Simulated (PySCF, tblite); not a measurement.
# C₄H₈O₄S: a rotation path, then NMR shifts on frames, part 2 of 2

tblite 0.8.0 and PySCF 2.14.0. Atoms count from 0. Earlier steps stand in the parts before.

## 5. Shielding tensors: image 4, PBE0/pcSseg-1

What the job is given:

```
{"job": {"kind": "nmr", "xc": "PBE0", "basis": "pcSseg-1", "pop": false}, "charge": 0, "multiplicity": 1}
C      1.842400     0.622900     0.602800
C      1.181200    -0.668400     0.130200
C     -0.018300    -0.415700    -0.811400
C     -1.324800    -1.135700    -0.350900
O     -2.339200    -0.164400    -0.311300
S     -1.606800     1.214700     0.061000
O     -1.192600     1.171600     1.419000
O     -2.355800     2.319400    -0.394600
O     -0.362900     0.953500    -0.901600
H      2.690000     0.384400     1.240300
H      1.128700     1.213100     1.170600
H      2.188200     1.211900    -0.242000
H      1.912400    -1.283200    -0.397900
H      0.850000    -1.223700     1.008400
H      0.236100    -0.713900    -1.834400
H     -1.639900    -1.913800    -1.048100
H     -1.195700    -1.560600     0.650000
```

With the program's defaults for keys left out, this is: GIAO PBE0/pcSseg-1 NMR shielding, non-relativistic, gas phase.

Log:

```text
coarse grid: 15272 points
cycle   1  E = -855.1522097362  dE =  2.430e+00  |g| = 1.271e+00  |ddm| = 3.989e+00
cycle   2  E = -854.6845197096  dE =  4.677e-01  |g| = 2.080e+00  |ddm| = 2.214e+00
cycle   3  E = -855.4254829228  dE = -7.410e-01  |g| = 2.447e-01  |ddm| = 1.496e+00
cycle   4  E = -855.4353755701  dE = -9.893e-03  |g| = 8.965e-02  |ddm| = 2.229e-01
cycle   5  E = -855.4366625352  dE = -1.287e-03  |g| = 1.674e-02  |ddm| = 5.363e-02
cycle   6  E = -855.4367218071  dE = -5.927e-05  |g| = 4.889e-03  |ddm| = 1.580e-02
cycle   7  E = -855.4367263607  dE = -4.554e-06  |g| = 1.613e-03  |ddm| = 4.325e-03
final grid: 144392 points
cycle   8  E = -855.5352162656  dE = -3.954e-05  |g| = 1.396e-02  |ddm| = 2.835e-02
cycle   9  E = -855.5351835986  dE =  3.267e-05  |g| = 1.920e-02  |ddm| = 2.121e-02
cycle  10  E = -855.5352516513  dE = -6.805e-05  |g| = 2.612e-03  |ddm| = 1.313e-02
cycle  11  E = -855.5352528555  dE = -1.204e-06  |g| = 5.516e-04  |ddm| = 2.018e-03
cycle  12  E = -855.5352529046  dE = -4.909e-08  |g| = 1.598e-04  |ddm| = 4.533e-04
cycle  13  E = -855.5352529093  dE = -4.756e-09  |g| = 3.236e-05  |ddm| = 1.368e-04
cycle  14  E = -855.5352529095  dE = -1.985e-10  |g| = 9.844e-06  |ddm| = 3.060e-05
converged SCF energy = -855.5352529095

GIAO shielding tensors (ppm)
atom      isotropic    diamagn.    paramagn.     s11        s22        s33       span
  0 C      176.192     247.749     -71.557    169.543    175.257    183.775     14.232
  1 C      152.509     250.147     -97.637    128.706    150.569    178.253     49.547
  2 C      114.426     248.946    -134.520     77.676    110.143    155.460     77.784
  3 C      112.143     250.790    -138.647     82.529    105.841    148.060     65.531
  4 O      153.363     399.540    -246.177     18.655    138.618    302.817    284.162
  5 S      170.267    1052.892    -882.625     62.942    109.163    338.696    275.755
  6 O      112.070     400.619    -288.549     68.646    117.505    150.061     81.415
  7 O      127.721     393.362    -265.641     81.487    115.812    185.864    104.377
  8 O      153.216     403.853    -250.636     19.721    150.236    289.692    269.971
  9 H       30.706      28.743       1.963     25.891     27.440     38.788     12.898
 10 H       29.704      31.219      -1.515     23.237     30.874     35.001     11.764
 11 H       30.580      30.552       0.028     26.224     28.501     37.015     10.792
 12 H       29.589      31.298      -1.709     24.883     28.039     35.845     10.962
 13 H       30.192      32.696      -2.505     25.975     29.767     34.833      8.857
 14 H       27.048      32.049      -5.001     22.601     25.267     33.277     10.676
 15 H       26.947      29.738      -2.792     23.062     25.414     32.364      9.302
 16 H       27.719      31.753      -4.034     24.093     27.033     32.030      7.937
```

It took 30 s on 1 thread of Arm Neoverse V1, shared host; peak memory 0.92 GiB.

In short: δ C3 74.8, C2 72.5, C1 34.4, C0 10.7, H15 4.77, H14 4.67 ppm.

## 6. Shielding tensors: image 6, PBE0/pcSseg-1

What the job is given:

```
{"job": {"kind": "nmr", "xc": "PBE0", "basis": "pcSseg-1", "pop": false}, "charge": 0, "multiplicity": 1}
C      1.710400     0.495000     0.776400
C      1.283500    -0.697000    -0.074300
C     -0.027700    -0.446800    -0.847800
C     -1.276300    -1.061600    -0.154300
O     -2.308700    -0.116800    -0.275500
S     -1.587500     1.306500    -0.096100
O     -1.203100     1.458200     1.263000
O     -2.333900     2.331800    -0.713600
O     -0.323300     0.930000    -0.997300
H      2.618800     0.249700     1.320800
H      0.932200     0.772000     1.481300
H      1.905100     1.352900     0.138500
H      2.076400    -0.919900    -0.790000
H      1.150700    -1.576800     0.558200
H      0.057700    -0.842700    -1.867400
H     -1.606400    -1.981400    -0.638900
H     -1.075000    -1.241100     0.907200
```

With the program's defaults for keys left out, this is: GIAO PBE0/pcSseg-1 NMR shielding, non-relativistic, gas phase.

Log:

```text
coarse grid: 15272 points
cycle   1  E = -855.1536656499  dE =  2.426e+00  |g| = 1.271e+00  |ddm| = 3.992e+00
cycle   2  E = -854.6859512416  dE =  4.677e-01  |g| = 2.080e+00  |ddm| = 2.219e+00
cycle   3  E = -855.4265815830  dE = -7.406e-01  |g| = 2.459e-01  |ddm| = 1.499e+00
cycle   4  E = -855.4365949844  dE = -1.001e-02  |g| = 8.970e-02  |ddm| = 2.242e-01
cycle   5  E = -855.4378820405  dE = -1.287e-03  |g| = 1.696e-02  |ddm| = 5.369e-02
cycle   6  E = -855.4379424095  dE = -6.037e-05  |g| = 5.015e-03  |ddm| = 1.583e-02
cycle   7  E = -855.4379471279  dE = -4.718e-06  |g| = 1.731e-03  |ddm| = 4.471e-03
final grid: 144392 points
cycle   8  E = -855.5369635144  dE = -3.820e-05  |g| = 1.365e-02  |ddm| = 2.969e-02
cycle   9  E = -855.5369326203  dE =  3.089e-05  |g| = 1.872e-02  |ddm| = 2.095e-02
cycle  10  E = -855.5369975220  dE = -6.490e-05  |g| = 2.438e-03  |ddm| = 1.283e-02
cycle  11  E = -855.5369985576  dE = -1.036e-06  |g| = 5.575e-04  |ddm| = 1.915e-03
cycle  12  E = -855.5369986084  dE = -5.084e-08  |g| = 1.582e-04  |ddm| = 4.531e-04
cycle  13  E = -855.5369986130  dE = -4.621e-09  |g| = 3.346e-05  |ddm| = 1.367e-04
cycle  14  E = -855.5369986132  dE = -1.999e-10  |g| = 1.218e-05  |ddm| = 3.278e-05
converged SCF energy = -855.5369986132

GIAO shielding tensors (ppm)
atom      isotropic    diamagn.    paramagn.     s11        s22        s33       span
  0 C      178.799     248.287     -69.487    172.628    180.059    183.712     11.084
  1 C      157.077     250.231     -93.154    142.619    152.283    176.328     33.709
  2 C      112.901     248.367    -135.466     76.038    107.771    154.893     78.855
  3 C      116.206     252.187    -135.981     83.268    106.162    159.188     75.920
  4 O      151.414     400.049    -248.635     21.168    141.179    291.896    270.728
  5 S      170.118    1052.386    -882.267     62.835    106.439    341.080    278.245
  6 O      109.012     400.231    -291.219     64.719    110.402    151.915     87.197
  7 O      125.104     393.085    -267.981     80.494    115.031    179.787     99.293
  8 O      156.745     403.650    -246.904     19.938    149.835    300.463    280.525
  9 H       30.821      28.822       1.999     25.792     27.656     39.016     13.224
 10 H       29.793      31.399      -1.606     23.322     30.403     35.653     12.331
 11 H       30.410      30.972      -0.562     25.722     29.287     36.221     10.499
 12 H       29.564      31.025      -1.460     24.389     27.923     36.381     11.992
 13 H       30.568      32.219      -1.650     26.062     29.395     36.247     10.185
 14 H       26.921      31.817      -4.896     22.797     25.015     32.952     10.155
 15 H       27.159      30.105      -2.946     23.315     25.606     32.555      9.241
 16 H       27.844      32.342      -4.498     24.352     27.205     31.975      7.623
```

Wall time 30 s (1 thread of Arm Neoverse V1, shared host); peak memory 0.91 GiB.

In short: δ C2 74.0, C3 70.7, C1 29.8, C0 8.1, H14 4.80, H15 4.56 ppm.

## 7. Shielding tensors: image 8, PBE0/pcSseg-1

What the job is given:

```
{"job": {"kind": "nmr", "xc": "PBE0", "basis": "pcSseg-1", "pop": false}, "charge": 0, "multiplicity": 1}
C      1.605200     0.265100     0.951800
C      1.344800    -0.647200    -0.241000
C     -0.042000    -0.463200    -0.866000
C     -1.202700    -0.943400     0.039300
O     -2.271500    -0.064800    -0.207700
S     -1.585700     1.385200    -0.300900
O     -1.171700     1.785200     0.996900
O     -2.376100     2.266000    -1.069400
O     -0.323500     0.895700    -1.153500
H      2.622900     0.120300     1.306200
H      0.923200     0.064200     1.772800
H      1.474800     1.303600     0.661500
H      2.087300    -0.438000    -1.012700
H      1.440500    -1.696200     0.048500
H     -0.083600    -0.993300    -1.827600
H     -1.528900    -1.954600    -0.202100
H     -0.920000    -0.872600     1.094000
```

With the program's defaults for keys left out, this is: GIAO PBE0/pcSseg-1 NMR shielding, non-relativistic, gas phase.

Log:

```text
coarse grid: 15272 points
cycle   1  E = -855.1558685694  dE =  2.427e+00  |g| = 1.273e+00  |ddm| = 3.992e+00
cycle   2  E = -854.6843194241  dE =  4.715e-01  |g| = 2.086e+00  |ddm| = 2.238e+00
cycle   3  E = -855.4300825501  dE = -7.458e-01  |g| = 2.469e-01  |ddm| = 1.515e+00
cycle   4  E = -855.4401745410  dE = -1.009e-02  |g| = 9.002e-02  |ddm| = 2.249e-01
cycle   5  E = -855.4414666812  dE = -1.292e-03  |g| = 1.726e-02  |ddm| = 5.379e-02
cycle   6  E = -855.4415288449  dE = -6.216e-05  |g| = 5.149e-03  |ddm| = 1.621e-02
cycle   7  E = -855.4415337205  dE = -4.876e-06  |g| = 1.895e-03  |ddm| = 4.650e-03
final grid: 144392 points
cycle   8  E = -855.5415222009  dE = -5.207e-05  |g| = 1.425e-02  |ddm| = 3.388e-02
cycle   9  E = -855.5414869811  dE =  3.522e-05  |g| = 1.978e-02  |ddm| = 2.225e-02
cycle  10  E = -855.5415596839  dE = -7.270e-05  |g| = 2.781e-03  |ddm| = 1.368e-02
cycle  11  E = -855.5415610547  dE = -1.371e-06  |g| = 5.810e-04  |ddm| = 2.144e-03
cycle  12  E = -855.5415611099  dE = -5.523e-08  |g| = 1.727e-04  |ddm| = 4.955e-04
cycle  13  E = -855.5415611153  dE = -5.364e-09  |g| = 4.098e-05  |ddm| = 1.498e-04
cycle  14  E = -855.5415611156  dE = -3.199e-10  |g| = 1.322e-05  |ddm| = 4.172e-05
converged SCF energy = -855.5415611156

GIAO shielding tensors (ppm)
atom      isotropic    diamagn.    paramagn.     s11        s22        s33       span
  0 C      179.255     248.844     -69.589    173.929    178.874    184.962     11.033
  1 C      159.252     249.368     -90.116    146.774    160.646    170.336     23.562
  2 C      110.221     249.312    -139.091     74.764    105.069    150.832     76.068
  3 C      121.258     252.882    -131.624     89.947    107.843    165.984     76.037
  4 O      154.001     400.470    -246.470     23.387    137.833    300.782    277.395
  5 S      170.188    1052.307    -882.118     59.259    100.883    350.423    291.163
  6 O      102.426     400.345    -297.919     60.913     98.780    147.585     86.672
  7 O      122.599     392.851    -270.252     77.631    114.260    175.907     98.276
  8 O      154.721     403.668    -248.947     21.776    139.368    303.019    281.243
  9 H       30.677      28.800       1.877     25.568     27.744     38.717     13.149
 10 H       30.704      31.767      -1.063     25.986     30.276     35.850      9.863
 11 H       30.247      31.532      -1.286     25.053     30.500     35.187     10.134
 12 H       29.532      30.808      -1.276     24.418     27.856     36.323     11.906
 13 H       30.499      31.547      -1.049     25.951     28.441     37.103     11.152
 14 H       26.883      31.787      -4.904     22.974     25.032     32.644      9.670
 15 H       27.430      30.528      -3.098     23.482     25.826     32.982      9.500
 16 H       27.442      33.017      -5.575     23.759     27.225     31.342      7.582
```

Run time: 30 s. Hardware: 1 thread of Arm Neoverse V1, shared host; peak memory 0.91 GiB.

This run: δ C2 76.7, C3 65.7, C1 27.7, C0 7.7, H14 4.83, H15 4.29 ppm.

## 8. Run by run: NMR shifts

Shifts (ppm) of some atoms, chosen among heavy atoms and hydrogens apart, with basis size and wall time:

| frame | C3 | C1 | C0 | H13 | H12 | O6 | O4 | functions | time |
| --- | --- | --- | --- | --- | --- | --- | --- | --- | --- |
| image 0 | 68.7 | 33.5 | 13.3 | 2.51 | 1.16 | 230.3 | 178.4 | 200 | 30 s |
| image 2 | 71.6 | 34.8 | 11.7 | 2.12 | 1.63 | 230.1 | 179.1 | 200 | 30 s |
| image 4 | 74.8 | 34.4 | 10.7 | 1.53 | 2.13 | 224.0 | 182.7 | 200 | 30 s |
| image 6 | 70.7 | 29.8 | 8.1 | 1.15 | 2.15 | 227.1 | 184.7 | 200 | 30 s |
| image 8 | 65.7 | 27.7 | 7.7 | 1.22 | 2.18 | 233.7 | 182.1 | 200 | 30 s |

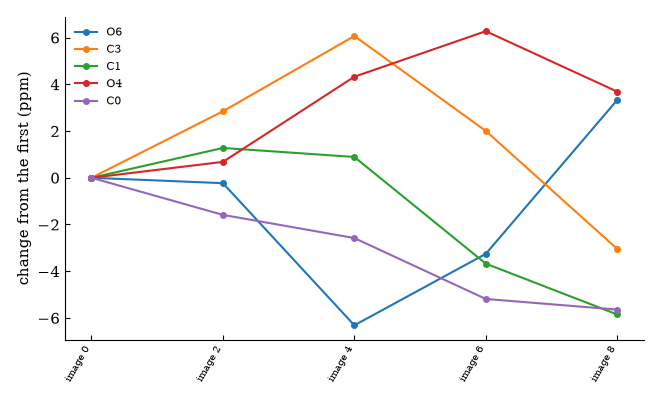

How five of the tabulated atoms move from run to run.

## 9. Results

The summary covers parts 1 to 2.

| quantity | value |
| --- | --- |
| barrier | 0.156 eV (3.6 kcal/mol) at image 4 |
| end to end (GFN2-xTB) | 0.061 eV |
| ¹³C shifts against TMS (PBE0/pcSseg-1, image 0) | 77.7, 68.7, 33.5, 13.3 ppm |
| ¹H shifts against TMS (PBE0/pcSseg-1, image 0) | 4.58, 4.34, 3.92, 2.51, 1.65, 1.26, 1.16, 0.91 ppm |
| ¹⁷O shifts against H2O (PBE0/pcSseg-1, image 0) | 230.3, 213.6, 180.5, 178.4 ppm |
| ³³S shifts against CS2 (PBE0/pcSseg-1, image 0) | 330 ppm |
| range of the shift of O6 | 224.0 to 233.7 ppm |

In words: Along the band the dihedral turns by 115°, and the top (dihedral -8°) lies 3.6 kcal/mol above the start (GFN2-xTB, rough), so at room temperature this motion is fast. The top was not checked by a frequency run. Shifts at one fixed geometry are not the observed spectrum, which averages over the motion. In ppm, O6 moves most: its shift spreads over 9.6 ppm, from 224.0 (image 4) to 233.7 (image 8).
